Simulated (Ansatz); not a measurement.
# Run report: AlBH6O, geometry relaxation

System: AlBH6O.
Method: RKS PBE-D4/def2-SVP (Ansatz 0.2.0).

The input holds or restrains some coordinates. Forces given for the steps count only the free coordinates. It belongs to a series of runs on one base structure; here: pulled along the bonds that form and break, towards end A. Figures and captions count atoms from 1; the log counts them from 0 in places.

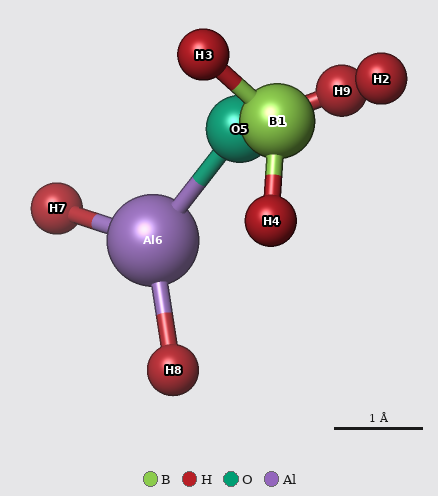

*The input geometry (ball-and-stick view, seen at a tilt; atoms are numbered from 1 in the order of the input). Sticks mark near contacts.*

The input:
```yaml
crystal:
  periodic: [false, false, false]
  atoms:
    - { symbol: B, position_ang: [0.0, 0.0, 0.0] }
    - { symbol: H, position_ang: [0.0, 0.0, 1.54] }
    - { symbol: H, position_ang: [1.0305, 0.0, -0.595] }
    - { symbol: H, position_ang: [-1.0305, 0.0, -0.595] }
    - { symbol: O, position_ang: [0.0715, -1.6212, 0.5392] }
    - { symbol: Al, position_ang: [-0.7444, -2.995, -0.2453] }
    - { symbol: H, position_ang: [0.0056, -4.3518, -0.419] }
    - { symbol: H, position_ang: [-2.2093, -2.8421, -0.7592] }
    - { symbol: H, position_ang: [0.0379, -0.8605, 1.537] }
basis:
  gaussian: { orbitals: def2-SVP }
hamiltonian:
  xc: pbe
  dispersion: d4
relax:
  f_tol: 0.15
  max_steps: 25
  restrain:
    - { distance: [0, 4], at: 2.61, k: 30.0 }
    - { distance: [8, 1], at: 1.86, k: 30.0 }
    - { distance: [0, 1], at: 1.19, k: 30.0 }
    - { distance: [8, 4], at: 1.01, k: 30.0 }
```

Launched with:
```bash
ansatz run input.yaml --threads 1 --pin off --max-ram 2048MiB --backend cpu --events-out ev --progress --plain --runs-dir out
```

What the program printed:
```
The last accepted step is kept in [file] (removed where the run ends without a failure and the disk answers)
Engine: ansatz 0.2.0, x86_64-unknown-linux-gnu
Functional definition: PBE
  parameter kappa = 0.804
  parameter beta = 0.06672455060314922
  exchange = pbe_x(kappa = kappa, mu = beta*pi^2/3)
  correlation = pbe_c(beta = beta)
838 factors; their error is unknown
mean field evaluation 1: about -9397.7140 eV, gradient 5.5e1 eV
mean field evaluation 2: about -9321.3654 eV, gradient 1.7e2 eV
mean field evaluation 4: about -9403.4233 eV, gradient 1.3e1 eV
mean field evaluation 8: about -9403.9465 eV, gradient 1.3e-1 eV
mean field -9403.94653771 eV, -345.5886610370 hartree, gradient 6.9e-5 eV, S^2 0.000000; 0 other end points of the search recorded, 0 dependent functions left out
the calculation of the forces begins
reference -9403.94657942 eV, -345.5886625699 hartree; 16, 16 occupied and 60, 60 virtual orbitals, 838 factors
relax step   1: F+E_penalty+E_count = -9404.07269452 eV  Δ(F+E_penalty+E_count) = +0.000e0 eV  max|allowed force component| = 4.289e0 eV/Å  E_restraint = 29.84850897 eV  max|allowed force component, restraints' pulls added| = 3.643e1 eV/Å  Δτ_max = 0.0000 Å  (24 SCF iters, accepted)
  distance B 0 - O 4 = 1.7100 Å
  distance H 8 - H 1 = 0.8613 Å
  distance B 0 - H 1 = 1.5400 Å
  distance H 8 - O 4 = 1.2551 Å
these checks for a lower state are left out or cut short: starts, cluster_reference, orbital_swaps, neighbouring_geometries, increment
838 factors; their error is unknown
mean field evaluation 16: about -9403.8069 eV, gradient 1.3e1 eV
mean field -9404.75128261 eV, -345.6182348667 hartree, gradient 7.0e-6 eV, S^2 0.000000; 0 other end points of the search recorded, 0 dependent functions left out
the calculation of the forces begins
reference -9404.75132462 eV, -345.6182364106 hartree; 16, 16 occupied and 60, 60 virtual orbitals, 838 factors
relax step   2: F+E_penalty+E_count = -9404.87933495 eV  Δ(F+E_penalty+E_count) = -8.066e-1 eV  max|allowed force component| = 2.878e0 eV/Å  E_restraint = 14.18769669 eV  max|allowed force component, restraints' pulls added| = 2.421e1 eV/Å  Δτ_max = 0.1949 Å  (32 SCF iters, accepted)
  distance B 0 - O 4 = 1.9437 Å
  distance H 8 - H 1 = 1.2110 Å
  distance B 0 - H 1 = 1.4356 Å
  distance H 8 - O 4 = 1.1529 Å
these checks for a lower state are left out or cut short: starts, cluster_reference, orbital_swaps, neighbouring_geometries, increment
838 factors; their error is unknown
mean field -9405.29128190 eV, -345.6380794746 hartree, gradient 2.2e-5 eV, S^2 0.000000; 0 other end points of the search recorded, 0 dependent functions left out
the calculation of the forces begins
reference -9405.29132401 eV, -345.6380810220 hartree; 16, 16 occupied and 60, 60 virtual orbitals, 838 factors
relax step   3: F+E_penalty+E_count = -9405.41365542 eV  Δ(F+E_penalty+E_count) = -5.343e-1 eV  max|allowed force component| = 2.526e0 eV/Å  E_restraint = 3.79612348 eV  max|allowed force component, restraints' pulls added| = 1.043e1 eV/Å  Δτ_max = 0.1948 Å  (31 SCF iters, accepted)
  distance B 0 - O 4 = 2.2252 Å
  distance H 8 - H 1 = 1.5558 Å
  distance B 0 - H 1 = 1.3018 Å
  distance H 8 - O 4 = 1.0138 Å
these checks for a lower state are left out or cut short: starts, cluster_reference, orbital_swaps, neighbouring_geometries, increment
838 factors; their error is unknown
mean field evaluation 32: about -9405.1885 eV, gradient 8.1e0 eV
mean field -9405.41524419 eV, -345.6426350046 hartree, gradient 1.3e-5 eV, S^2 0.000000; 0 other end points of the search recorded, 0 dependent functions left out
the calculation of the forces begins
reference -9405.41528665 eV, -345.6426365648 hartree; 16, 16 occupied and 60, 60 virtual orbitals, 838 factors
relax step   4: F+E_penalty+E_count = -9405.53437806 eV  Δ(F+E_penalty+E_count) = -1.207e-1 eV  max|allowed force component| = 2.092e0 eV/Å  E_restraint = 0.23020205 eV  max|allowed force component, restraints' pulls added| = 4.038e0 eV/Å  Δτ_max = 0.1943 Å  (31 SCF iters, accepted)
  distance B 0 - O 4 = 2.4999 Å
  distance H 8 - H 1 = 1.8321 Å
  distance B 0 - H 1 = 1.1993 Å
  distance H 8 - O 4 = 0.9613 Å
these checks for a lower state are left out or cut short: starts, cluster_reference, orbital_swaps, neighbouring_geometries, increment
838 factors; their error is unknown
mean field -9405.65373296 eV, -345.6513993051 hartree, gradient 9.3e-6 eV, S^2 0.000000; 0 other end points of the search recorded, 0 dependent functions left out
the calculation of the forces begins
reference -9405.65377530 eV, -345.6514008612 hartree; 16, 16 occupied and 60, 60 virtual orbitals, 838 factors
relax step   5: F+E_penalty+E_count = -9405.77461812 eV  Δ(F+E_penalty+E_count) = -2.402e-1 eV  max|allowed force component| = 1.054e0 eV/Å  E_restraint = 0.08903875 eV  max|allowed force component, restraints' pulls added| = 2.084e0 eV/Å  Δτ_max = 0.2000 Å  (25 SCF iters, accepted)
  distance B 0 - O 4 = 2.5430 Å
  distance H 8 - H 1 = 1.8538 Å
  distance B 0 - H 1 = 1.2031 Å
  distance H 8 - O 4 = 0.9749 Å
these checks for a lower state are left out or cut short: starts, cluster_reference, orbital_swaps, neighbouring_geometries, increment
838 factors; their error is unknown
mean field -9405.64306578 eV, -345.6510072935 hartree, gradient 1.5e-5 eV, S^2 0.000000; 0 other end points of the search recorded, 0 dependent functions left out
the calculation of the forces begins
reference -9405.64310785 eV, -345.6510088394 hartree; 16, 16 occupied and 60, 60 virtual orbitals, 838 factors
relax step   6: F+E_penalty+E_count = -9405.76435396 eV  Δ(F+E_penalty+E_count) = +1.026e-2 eV  max|allowed force component| = 7.748e-1 eV/Å  E_restraint = 0.02321579 eV  max|allowed force component, restraints' pulls added| = 8.488e-1 eV/Å  Δτ_max = 0.1930 Å  (26 SCF iters, accepted)
  distance B 0 - O 4 = 2.6196 Å
  distance H 8 - H 1 = 1.8882 Å
  distance B 0 - H 1 = 1.2076 Å
  distance H 8 - O 4 = 0.9913 Å
these checks for a lower state are left out or cut short: starts, cluster_reference, orbital_swaps, neighbouring_geometries, increment
838 factors; their error is unknown
mean field -9405.70560104 eV, -345.6533054221 hartree, gradient 4.1e-6 eV, S^2 0.000000; 0 other end points of the search recorded, 0 dependent functions left out
the calculation of the forces begins
reference -9405.70564325 eV, -345.6533069732 hartree; 16, 16 occupied and 60, 60 virtual orbitals, 838 factors
relax step   7: F+E_penalty+E_count = -9405.82629565 eV  Δ(F+E_penalty+E_count) = -6.194e-2 eV  max|allowed force component| = 1.423e0 eV/Å  E_restraint = 0.01290355 eV  max|allowed force component, restraints' pulls added| = 7.161e-1 eV/Å  Δτ_max = 0.2000 Å  (25 SCF iters, accepted)
  distance B 0 - O 4 = 2.5903 Å
  distance H 8 - H 1 = 1.8764 Å
  distance B 0 - H 1 = 1.2022 Å
  distance H 8 - O 4 = 1.0027 Å
these checks for a lower state are left out or cut short: starts, cluster_reference, orbital_swaps, neighbouring_geometries, increment
838 factors; their error is unknown
mean field evaluation 64: about -9405.7273 eV, gradient 5.8e-5 eV
mean field -9405.72729753 eV, -345.6541027534 hartree, gradient 1.7e-5 eV, S^2 0.000000; 0 other end points of the search recorded, 0 dependent functions left out
the calculation of the forces begins
reference -9405.72734003 eV, -345.6541043150 hartree; 16, 16 occupied and 60, 60 virtual orbitals, 838 factors
relax step   8: F+E_penalty+E_count = -9405.84634690 eV  Δ(F+E_penalty+E_count) = -2.005e-2 eV  max|allowed force component| = 8.719e-1 eV/Å  E_restraint = 0.01474824 eV  max|allowed force component, restraints' pulls added| = 1.459e-1 eV/Å  Δτ_max = 0.1998 Å  (25 SCF iters, accepted)
```

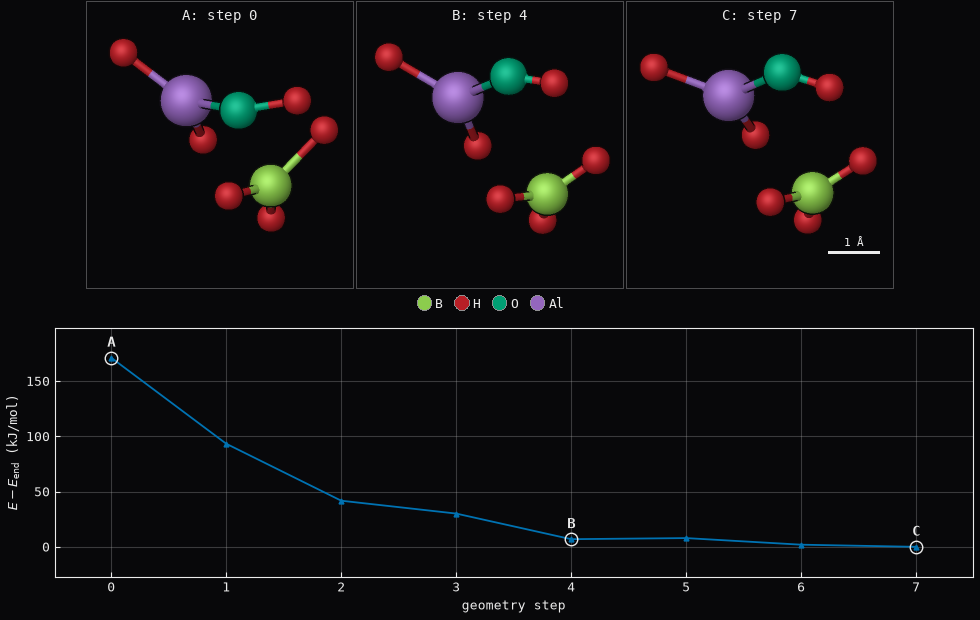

*Frames of the restrained relaxation (ball-and-stick view, seen at a tilt) above the curves, on which the letters mark them (the first geometry is step 0 here and step 1 in the log).*

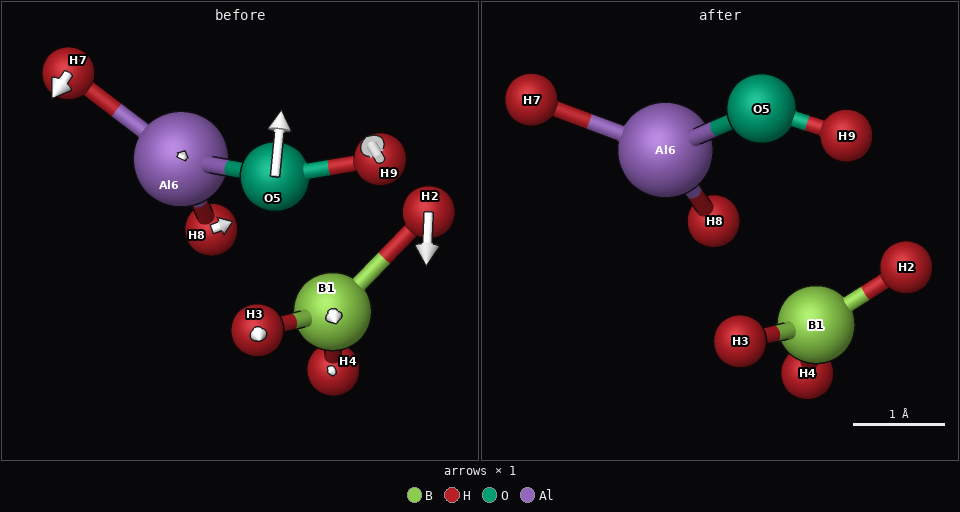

*Before (left) and after (right) the restrained relaxation, at one scale (ball-and-stick view, seen at a tilt). The white arrows give the displacements, at true length.*

Over 7 geometry steps the energy falls by 171.1 kJ/mol. Largest force component: 4.3 eV/Å at the start, 0.87 eV/Å at the end. The largest move after the best rigid fit is that of O5, 0.77 Å. By element the largest moves are O 0.77 Å, H 0.63 Å, B 0.20 Å, Al 0.11 Å. Distances before and after: B1–H2 1.540 → 1.202 Å, O5–H9 1.255 → 0.988 Å, Al6–H8 1.560 → 1.600 Å, O5–Al6 1.780 → 1.741 Å. New bonds form: B1–H2 (1.54 → 1.20 Å). Among the angles that change: Al6–O5–H9 143.7° → 125.6°, O5–Al6–H7 120.0° → 112.6°, H7–Al6–H8 120.0° → 125.2°. (Atoms are counted from 1 in the order of the input.)

```
  distance B 0 - O 4 = 2.5927 Å
  distance H 8 - H 1 = 1.8662 Å
  distance B 0 - H 1 = 1.2023 Å
  distance H 8 - O 4 = 0.9878 Å
838 factors; their error is unknown
mean field -9405.72729753 eV, -345.6541027534 hartree, gradient 1.6e-5 eV, S^2 0.000000; 1 other end points of the search recorded, 0 dependent functions left out
the calculation of the forces begins
reference -9405.72734003 eV, -345.6541043150 hartree; 16, 16 occupied and 60, 60 virtual orbitals, 838 factors
Total energy: -9405.84638939 eV, -345.6584792985 hartree
Atom 0 at     0.059453     0.180860    -0.053645 Å, force     0.027777    -0.516502    -0.168454 eV/Å
Atom 1 at     0.024340     0.456682     1.116110 Å, force    -0.005097     0.263865     0.310669 eV/Å
Atom 2 at     1.113121     0.183858    -0.652277 Å, force     0.015020     0.001785     0.026946 eV/Å
Atom 3 at    -0.990586     0.006494    -0.644243 Å, force    -0.003460    -0.032805    -0.024016 eV/Å
Atom 4 at     0.091574    -2.145362     1.090778 Å, force    -0.166814     0.871876    -0.037294 eV/Å
Atom 5 at    -0.746534    -3.041662    -0.144142 Å, force    -0.078586    -0.060725     0.007212 eV/Å
Atom 6 at     0.140189    -4.208599    -0.758462 Å, force     0.010862     0.020607    -0.029337 eV/Å
Atom 7 at    -2.281412    -2.764557    -0.498862 Å, force     0.060669     0.035725     0.033241 eV/Å
Atom 8 at    -0.248846    -1.338314     1.547443 Å, force     0.139629    -0.583826    -0.118967 eV/Å
Dipole moment:    -0.189587     0.042131     0.063623 e Å
```

Trajectory as extended XYZ (Å, eV, eV/Å), 8 frames, from step=1 to step=8:
```
9
Properties=species:S:1:pos:R:3:forces:R:3 step=1 energy=-9404.07270
B     0.0000    0.0000    0.0000    0.1575  -3.5883   1.9416
H     0.0000    0.0000    1.5400   -0.1251   4.2891  -0.4681
H     1.0305    0.0000   -0.5950    0.7539   1.3114   0.1469
H    -1.0305    0.0000   -0.5950   -0.8403   1.1765   0.1498
O     0.0715   -1.6212    0.5392   -0.3923  -1.6931  -0.5272
Al   -0.7444   -2.9950   -0.2453    0.4872   0.7140   0.5442
H     0.0056   -4.3518   -0.4190    0.3426  -0.3780   0.0585
H    -2.2093   -2.8421   -0.7592   -0.4704   0.2078  -0.1737
H     0.0379   -0.8605    1.5370    0.0869  -2.0395  -1.6719
9
Properties=species:S:1:pos:R:3:forces:R:3 step=2 energy=-9404.87933
B    -0.0031    0.1034    0.0332    0.2206  -2.5090   1.9924
H    -0.0072    0.1804    1.4668   -0.0372   1.5429  -1.8537
H     1.0330    0.0158   -0.5893    0.2525   0.9333   0.2616
H    -1.0350    0.0144   -0.5898   -0.4064   0.8021   0.2217
O     0.0840   -1.7517    0.6068    0.0365   1.4216   2.1814
Al   -0.7497   -3.0077   -0.2492   -0.0098   0.0428   0.3282
H     0.0088   -4.3568   -0.4188    0.3563  -0.3849  -0.0760
H    -2.2143   -2.8396   -0.7610   -0.4194   0.2305  -0.1775
H     0.0447   -1.0289    1.5041    0.0070  -2.0793  -2.8780
9
Properties=species:S:1:pos:R:3:forces:R:3 step=3 energy=-9405.41366
B    -0.0082    0.2573    0.0615    0.2682  -2.5255   0.5936
H    -0.0131    0.3283    1.3614   -0.0350   1.0341  -1.4523
H     1.0299    0.0243   -0.5838   -0.2471   0.9939   0.4647
H    -1.0351    0.0212   -0.5858    0.0290   0.8604   0.3727
O     0.0959   -1.8715    0.7011    0.2241   1.2545   1.5268
Al   -0.7532   -3.0118   -0.2454   -0.1622  -0.2828   0.1551
H     0.0131   -4.3606   -0.4212    0.3060  -0.3212  -0.1702
H    -2.2187   -2.8359   -0.7632   -0.3598   0.2565  -0.1522
H     0.0506   -1.2219    1.4781   -0.0233  -1.2698  -1.3381
9
Properties=species:S:1:pos:R:3:forces:R:3 step=4 energy=-9405.53438
B    -0.0068    0.3437    0.0258   -0.1358  -2.0922   0.1626
H    -0.0148    0.4450    1.2208   -0.0256   0.8256   0.3501
H     0.9915    0.0843   -0.5591    0.7929   0.6237  -0.3304
H    -1.0122    0.0727   -0.5675   -0.6012   0.5797  -0.1983
O     0.1185   -2.0234    0.8202    0.1682   0.0932  -0.1029
Al   -0.7626   -3.0354   -0.2393   -0.0334  -0.2706   0.2444
H     0.0253   -4.3764   -0.4430    0.1799  -0.2526  -0.2569
H    -2.2309   -2.8190   -0.7702   -0.1989   0.2505  -0.0843
H     0.0533   -1.3621    1.5149   -0.1461   0.2427   0.2155
9
Properties=species:S:1:pos:R:3:forces:R:3 step=5 energy=-9405.77462
B    -0.0389    0.2135   -0.0103    0.0720  -1.0543   0.0374
H    -0.0316    0.4680    1.1655   -0.0116   0.4160   0.2562
H     0.9799    0.0527   -0.6176    0.4132   0.2755  -0.1427
H    -1.0735    0.0411   -0.5979   -0.3715   0.1580  -0.0726
O     0.1335   -2.1149    0.9974    0.1134   0.5969   0.1445
Al   -0.7300   -3.0079   -0.1863   -0.0904  -0.2451  -0.0656
H     0.0434   -4.3357   -0.5602    0.0855  -0.0787  -0.1040
H    -2.1631   -2.6496   -0.7667   -0.0865   0.1395   0.0381
H     0.0416   -1.3377    1.5788   -0.1241  -0.2079  -0.0912
9
Properties=species:S:1:pos:R:3:forces:R:3 step=6 energy=-9405.76435
B    -0.0419    0.1277   -0.0440   -0.0260  -0.4242  -0.5817
H    -0.0197    0.4869    1.1087   -0.0056   0.1491   0.2123
H     1.0088    0.0434   -0.6808   -0.3213   0.0105   0.2360
H    -1.1324   -0.0110   -0.6224    0.4873  -0.0189   0.3207
O     0.1093   -2.1859    1.1753   -0.2664   0.7558  -0.4471
Al   -0.7034   -2.9850   -0.1710    0.1863   0.1575   0.4511
H     0.0817   -4.2792   -0.6851    0.0019   0.1308   0.0471
H    -2.1367   -2.5451   -0.7268    0.0528   0.0142   0.0882
H    -0.0045   -1.3224    1.6487   -0.1090  -0.7748  -0.3266
9
Properties=species:S:1:pos:R:3:forces:R:3 step=7 energy=-9405.82630
B     0.0114    0.1637   -0.0557    0.2003  -0.6460  -0.1168
H     0.0337    0.4571    1.1099    0.0050   0.3079   0.3147
H     1.0500    0.1175   -0.6872   -0.0836   0.0627   0.0362
H    -1.0616   -0.0212   -0.5905   -0.0507   0.0174  -0.0780
O     0.1102   -2.1552    1.0942   -0.2801   1.4225   0.4760
Al   -0.7228   -3.0193   -0.1575    0.0026  -0.1124  -0.0672
H     0.1320   -4.2520   -0.6971   -0.0467   0.0578  -0.0233
H    -2.1958   -2.6199   -0.6069   -0.0524  -0.0175   0.0040
H    -0.1958   -1.3413    1.5936    0.3056  -1.0923  -0.5455
9
Properties=species:S:1:pos:R:3:forces:R:3 step=8 energy=-9405.84635
B     0.0595    0.1809   -0.0536    0.0278  -0.5165  -0.1685
H     0.0243    0.4567    1.1161   -0.0051   0.2639   0.3107
H     1.1131    0.1839   -0.6523    0.0150   0.0018   0.0269
H    -0.9906    0.0065   -0.6442   -0.0035  -0.0328  -0.0240
O     0.0916   -2.1454    1.0908   -0.1668   0.8719  -0.0373
Al   -0.7465   -3.0417   -0.1441   -0.0786  -0.0607   0.0072
H     0.1402   -4.2086   -0.7585    0.0109   0.0206  -0.0293
H    -2.2814   -2.7646   -0.4989    0.0607   0.0357   0.0332
H    -0.2488   -1.3383    1.5474    0.1396  -0.5838  -0.1190
```

Summary:

```csv
quantity,value
outcome,converged under the restraints of the input
total energy,−9405.8464 eV
mean-field energy,−9405.7273 eV
"largest force (length of the vector) at the end, held atoms and coordinates included",0.888 eV/Å
hardware,"1 thread of Intel Xeon @ 2.50GHz (Skylake/Cascade Lake), 32 GiB of memory available, shared host"
wall time,27 s
peak memory,0.15 GiB
```
